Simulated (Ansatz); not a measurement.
# SiN2H4F (SMILES N[Si](N)F) at UMP2/def2-SVPD

What is the energy change on altering one bond length of SiN2H4F at UMP2/def2-SVPD? 

The calculation is run with Ansatz 0.2.0.

37 further runs of the same task are left out: 37 set aside as unsound or not needed.

**1. Starting point**

SiN2H4F has 8 atoms, charge 0, and is taken as a doublet. SMILES: `N[Si](N)F`. The coordinates come from a PBE0-D4/def2-TZVP relaxation. This is one conformer, not always the lowest.

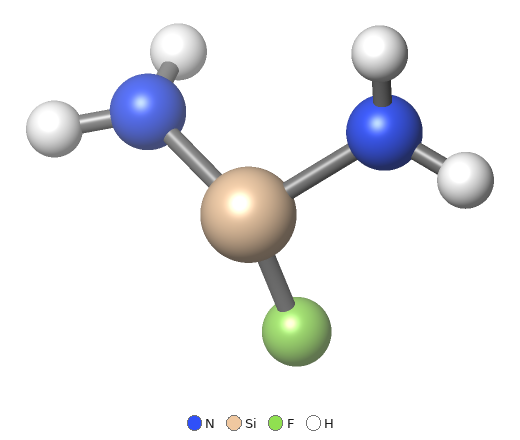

The structure, seen from a chosen angle (nitrogen blue, silicon light orange, fluorine green, hydrogen white).

**2. A single-point energy at UMP2/def2-SVPD**

input.yaml

```yaml
crystal:
  periodic: [false, false, false]
  atoms:
    - {symbol: "N", position_ang: [-0.814900, 1.031500, -0.359900]}
    - {symbol: Si, position_ang: [0.517200, -0.020700, -0.581300]}
    - {symbol: "N", position_ang: [0.780300, -0.793300, 0.910700]}
    - {symbol: F, position_ang: [0.045300, -0.971200, -1.794000]}
    - {symbol: H, position_ang: [-1.331700, 1.348900, -1.165000]}
    - {symbol: H, position_ang: [-0.763800, 1.744700, 0.350200]}
    - {symbol: H, position_ang: [1.648600, -1.254800, 1.120500]}
    - {symbol: H, position_ang: [0.011100, -1.142300, 1.463200]}
basis:
  gaussian: {orbitals: def2-SVPD}
magnetization: {spin_polarized: true, initial_magnetization: 1}
correlation: {method: mp2, frozen_orbitals: {F: 1, H: 0, "N": 1, Si: 5}}
accuracy: high
```

Run with:

```bash
$ ansatz run input.yaml --threads 1 --pin off --max-ram 3480MiB --events-out events.jsonl --progress --plain --runs-dir runs
```

Log:

```text
Warning: RAYON_NUM_THREADS=1 ignored (pool sized by the plan → 1); use --threads N
Functional definition: HF
  name "HF"
  exchange = exact_x
  correlation = 0
2421 factors; integrals over basis functions are off by at most 3.4e-9 eV
mean field evaluation 1: about -13586.5272 eV, gradient 3.1e1 eV
mean field evaluation 2: about -13586.5342 eV, gradient 3.1e1 eV
mean field evaluation 4: about -13590.6510 eV, gradient 2.5e0 eV
mean field evaluation 8: about -13590.7330 eV, gradient 1.6e-1 eV
mean field -13590.73357793 eV, -499.4502468588 hartree, gradient 2.1e-8 eV, S^2 0.753240; 0 other end points of the search recorded, 0 dependent functions left out
8 core orbitals not correlated: weight in the atoms' cores, before any rotation towards them, 1.000 or more for the frozen orbitals, at most 0.000 for the correlated occupied ones
reference -13590.73357793 eV, -499.4502468588 hartree; 13, 12 occupied and 98, 99 virtual orbitals, 2421 factors
second order -17.41821700 eV of doubles, -0.00000000 eV of singles
Total energy: -13608.15179493 eV, -500.0903545270 hartree
```

Wall time 8.4 s (1 thread of Arm Neoverse V1, shared host); peak memory 0.46 GiB.

**3. The distorted shape, same level**

in.yaml

```yaml
crystal:
  periodic: [false, false, false]
  atoms:
    - symbol: "N"
      position_ang: [-0.737365, 0.983880, -0.239111]
    - symbol: Si
      position_ang: [0.594735, -0.068320, -0.460511]
    - symbol: N
      position_ang: [0.857835, -0.840920, 1.031489]
    - symbol: F
      position_ang: [0.122835, -1.018820, -1.673211]
    - symbol: H
      position_ang: [-1.331700, 1.348900, -1.165000]
    - symbol: H
      position_ang: [-0.686265, 1.697080, 0.470989]
    - symbol: H
      position_ang: [1.726135, -1.302420, 1.241289]
    - symbol: H
      position_ang: [0.088635, -1.189920, 1.583989]
basis:
  gaussian:
    orbitals: def2-SVPD
magnetization:
  spin_polarized: true
  initial_magnetization: 1
correlation:
  method: mp2
  frozen_orbitals: {F: 1, H: 0, "N": 1, Si: 5}
accuracy: high
```

Run with:

```bash
$ ansatz run in.yaml --threads 1 --pin off --max-ram 3480MiB --events-out events.jsonl --progress --plain --runs-dir runs
```

Log:

```text
Warning: RAYON_NUM_THREADS=1 ignored (pool sized by the plan → 1); use --threads N
[... 4 set-up lines as earlier in the session ...]
2431 factors; integrals over basis functions are off by at most 3.6e-9 eV
mean field evaluation 1: about -13586.0749 eV, gradient 3.0e1 eV
mean field evaluation 2: about -13586.0820 eV, gradient 3.0e1 eV
mean field evaluation 4: about -13590.1734 eV, gradient 2.6e0 eV
mean field evaluation 8: about -13590.2622 eV, gradient 1.7e-1 eV
mean field -13590.26288417 eV, -499.4329491823 hartree, gradient 1.8e-8 eV, S^2 0.753421; 0 other end points of the search recorded, 0 dependent functions left out
8 core orbitals not correlated: weight in the atoms' cores, before any rotation towards them, 1.000 or more for the frozen orbitals, at most 0.000 for the correlated occupied ones
reference -13590.26288417 eV, -499.4329491823 hartree; 13, 12 occupied and 98, 99 virtual orbitals, 2431 factors
second order -17.52676725 eV of doubles, -0.00000000 eV of singles
Total energy: -13607.78965142 eV, -500.0770459985 hartree
```

Wall time 8.7 s (1 thread of Arm Neoverse V1, shared host); peak memory 0.46 GiB.

**4. What came out**

Level: UMP2/def2-SVPD, 8 core orbitals frozen.

| quantity | value |
| --- | --- |
| first shape: total energy | -500.09035 Eh |
| first shape: correlation energy (8 core orbitals frozen) | -640.1 mEh |
| first shape: ⟨S²⟩ of the reference determinant | 0.753 |
| distorted shape: total energy | -500.07705 Eh |
| distorted shape: correlation energy (8 core orbitals frozen) | -644.1 mEh |
| distorted shape: ⟨S²⟩ of the reference determinant | 0.753 |
| energy change with the N1–H5 bond stretched from 1.008 to 1.159 Å | 0.362 eV |

**Reading.** With the N1–H5 bond stretched from 1.008 to 1.159 Å the energy rises by 0.36 eV (34.9 kJ/mol). The first shape isn't relaxed at this level, so the change isn't measured from a minimum.
